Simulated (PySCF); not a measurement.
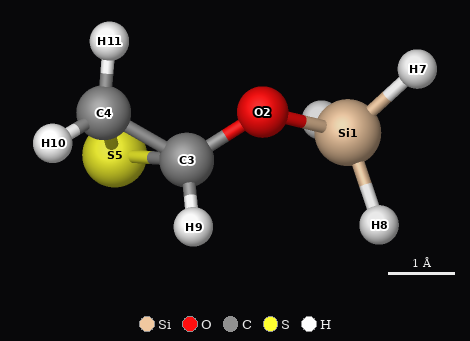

The structure as given in the input (ball-and-stick view, seen at a tilt; atoms are numbered from 1 in the order of the input).

**What a change does: excited-state calculation on C2H6OSSi**

System: C2H6OSSi.
Method of run A: TDDFT LDA/def2-SVPD, vertical, gas phase, core orbitals frozen in the response (PySCF 2.14.0).

The geometry comes from this level: PBE0-D3(BJ)/def2-SVP. Text and figures count atoms from 1; the logs count them from 0 in places.

### Input, run A
```
{"job": {"kind": "uv", "xc": "LDA", "basis": "def2-SVPD", "ip": true}, "charge": 0, "multiplicity": 1}
Si     2.028832     0.152502    -0.358424
O      0.443089     0.015241     0.186259
C     -0.456509    -0.859663    -0.357150
C     -1.853796    -0.413005    -0.471024
S     -1.029840    -0.609177    -2.078457
H      2.057667     0.606826    -1.777438
H      2.667700     1.150062     0.538317
H      2.718618    -1.169558    -0.244680
H     -0.266507    -1.915059    -0.114407
H     -2.659253    -1.122820    -0.254791
H     -2.046534     0.620723    -0.165720
```

The first line tells a small driver script what to run in PySCF; the rest is the geometry in Å.

Command:
```bash
OMP_NUM_THREADS=1 python <driver script> task.json out
```

Hardware: 1 CPU thread, shared host.

### Output (run A)
```
coarse grid: 10232 points
cycle   1  E = -838.4119534075  dE =  4.680e-01  |g| = 6.640e-01  |ddm| = 4.667e+00
cycle   2  E = -837.9591995229  dE =  4.528e-01  |g| = 1.634e+00  |ddm| = 2.360e+00
cycle   3  E = -838.4888617708  dE = -5.297e-01  |g| = 1.992e-01  |ddm| = 1.804e+00
cycle   4  E = -838.4972170789  dE = -8.355e-03  |g| = 1.082e-01  |ddm| = 4.601e-01
cycle   5  E = -838.5002771849  dE = -3.060e-03  |g| = 3.732e-02  |ddm| = 1.988e-01
cycle   6  E = -838.5006049464  dE = -3.278e-04  |g| = 1.034e-02  |ddm| = 6.829e-02
cycle   7  E = -838.5006323441  dE = -2.740e-05  |g| = 3.441e-03  |ddm| = 2.612e-02
cycle   8  E = -838.5006357764  dE = -3.432e-06  |g| = 7.575e-04  |ddm| = 6.545e-03
final grid: 89528 points
cycle   9  E = -838.6138018620  dE = -2.490e-05  |g| = 1.899e-03  |ddm| = 8.156e-02
cycle  10  E = -838.6138011050  dE =  7.569e-07  |g| = 2.603e-03  |ddm| = 8.300e-03
cycle  11  E = -838.6138028007  dE = -1.696e-06  |g| = 6.001e-04  |ddm| = 4.663e-03
cycle  12  E = -838.6138028597  dE = -5.899e-08  |g| = 2.799e-04  |ddm| = 9.255e-04
cycle  13  E = -838.6138028749  dE = -1.518e-08  |g| = 5.504e-05  |ddm| = 4.363e-04
cycle  14  E = -838.6138028755  dE = -5.780e-10  |g| = 3.451e-05  |ddm| = 1.562e-04
cycle  15  E = -838.6138028758  dE = -3.492e-10  |g| = 5.230e-06  |ddm| = 5.630e-05
converged SCF energy = -838.6138028758

Static polarisability (au): isotropic 78.411, principal 67.283 76.275 91.674

Singlet excitations
state   eV       nm        f      main configurations
  1   4.6098    269.0   0.00827   H->L 0.95
  2   4.9010    253.0   0.01019   H->L+1 0.95
  3   5.6331    220.1   0.01364   H->L+2 0.70, H->L+3 0.29
  4   5.8197    213.0   0.00314   H->L+3 0.70, H->L+2 0.26
  5   6.0403    205.3   0.01108   H->L+4 0.77, H-1->L 0.16
  6   6.0562    204.7   0.00749   H->L+5 0.42, H-1->L 0.35, H-1->L+1 0.10
  7   6.0912    203.5   0.01820   H->L+5 0.57, H-1->L 0.20, H->L+4 0.11
  8   6.3063    196.6   0.01178   H-1->L+1 0.52, H-2->L 0.34
  9   6.3474    195.3   0.01304   H->L+6 0.96
 10   6.4991    190.8   0.01793   H->L+7 0.45, H-2->L 0.35

Triplet excitations (Tamm-Dancoff, eV): 4.3398 4.7263 5.2548 5.5947
Vertical ionisation energy (delta-SCF) = 9.0602 eV
Vertical electron affinity (delta-SCF) = -0.9232 eV
```

For run B the input was changed thus:
```diff
-"xc": "LDA"
+"xc": "LC-wPBE"
```

Predict how the results change.

The total energies belong to different methods, so their difference says nothing on which is more stable or more accurate. The HOMO goes from −5.70 to −9.58 eV. The LUMO goes from −1.22 to 1.95 eV. The dipole moment goes from 1.21 to 1.28 D. The lowest excitation goes from 4.61 to 5.04 eV. The strongest computed line goes from 6.09 to 7.44 eV. The functional changes from LDA to LC-wPBE. Exact exchange removes part of the self-interaction error of semilocal functionals, which pushes filled and empty levels apart. The SCF takes 14 iterations against 15.

### Output (run B)
```
coarse grid: 10232 points
cycle   1  E = -841.8725606381  dE =  6.767e-01  |g| = 6.815e-01  |ddm| = 4.271e+00
cycle   2  E = -841.8829729029  dE = -1.041e-02  |g| = 7.258e-01  |ddm| = 1.939e+00
cycle   3  E = -841.9810764280  dE = -9.810e-02  |g| = 5.594e-02  |ddm| = 7.638e-01
cycle   4  E = -841.9818560200  dE = -7.796e-04  |g| = 3.317e-02  |ddm| = 1.931e-01
cycle   5  E = -841.9821651603  dE = -3.091e-04  |g| = 9.665e-03  |ddm| = 9.093e-02
cycle   6  E = -841.9821960293  dE = -3.087e-05  |g| = 1.873e-03  |ddm| = 3.657e-02
cycle   7  E = -841.9822018385  dE = -5.809e-06  |g| = 7.241e-04  |ddm| = 1.420e-02
final grid: 89528 points
cycle   8  E = -842.1098600450  dE = -2.368e-05  |g| = 4.534e-03  |ddm| = 4.773e-02
cycle   9  E = -842.1098610792  dE = -1.034e-06  |g| = 4.115e-03  |ddm| = 1.381e-02
cycle  10  E = -842.1098652239  dE = -4.145e-06  |g| = 2.889e-04  |ddm| = 5.895e-03
cycle  11  E = -842.1098652600  dE = -3.611e-08  |g| = 1.485e-04  |ddm| = 1.144e-03
cycle  12  E = -842.1098652681  dE = -8.083e-09  |g| = 7.154e-05  |ddm| = 4.490e-04
cycle  13  E = -842.1098652699  dE = -1.792e-09  |g| = 1.819e-05  |ddm| = 2.266e-04
cycle  14  E = -842.1098652701  dE = -2.090e-10  |g| = 6.326e-06  |ddm| = 1.107e-04
converged SCF energy = -842.1098652701

Static polarisability (au): isotropic 71.496, principal 62.073 70.885 81.530

Singlet excitations
state   eV       nm        f      main configurations
  1   5.0354    246.2   0.00020   H->L 0.72, H->L+5 0.17
  2   6.6933    185.2   0.01245   H->L+3 0.41, H->L+1 0.24, H->L+2 0.13
  3   7.2926    170.0   0.02352   H->L+2 0.40, H-1->L 0.15, H->L+4 0.15
  4   7.4373    166.7   0.12448   H-1->L 0.57, H->L+4 0.08
  5   7.8229    158.5   0.00274   H-1->L+1 0.31, H-1->L+2 0.18, H-2->L 0.12
  6   7.8463    158.0   0.03148   H->L+5 0.59, H->L 0.13, H->L+4 0.12
  7   7.9858    155.3   0.03915   H-2->L 0.52, H-2->L+5 0.11
  8   8.0229    154.5   0.00811   H->L+4 0.42
  9   8.2730    149.9   0.04540   H-1->L+3 0.17
 10   8.3647    148.2   0.10616   H-1->L+3 0.21, H->L+1 0.13, H->L+8 0.12

Triplet excitations (Tamm-Dancoff, eV): 4.5527 5.8233 5.8783 6.6356
Vertical ionisation energy (delta-SCF) = 9.1420 eV
```

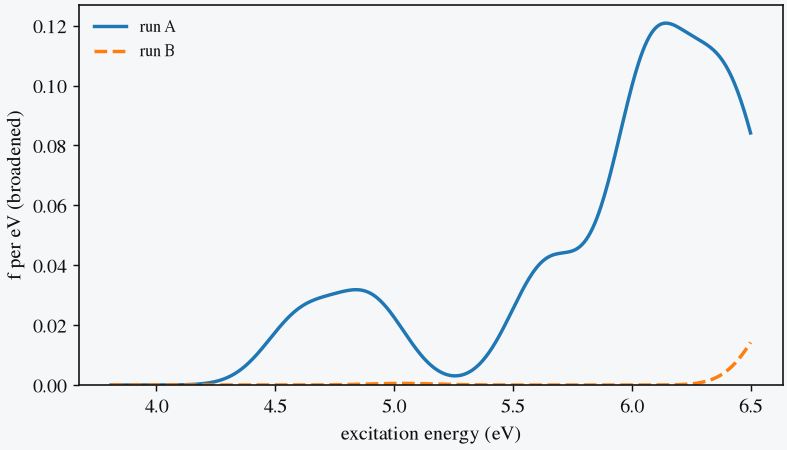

Absorption of the two runs from their computed states, each broadened by a Gaussian of 0.35 eV full width; the range ends where the shorter list of states ends.

### The two runs side by side

```csv
quantity,run A,run B
outcome,converged,converged
total energy (hartree),−838.613803,−842.109865
HOMO (eV),−5.70,−9.58
LUMO (eV),−1.22,1.95
dipole moment (D),1.21,1.28
lowest excitation (eV),4.61,5.04
SCF iterations,15,14
strongest computed line (eV),6.09,7.44
basis functions,162,162
wall time (shared host),40 s,44 s
```
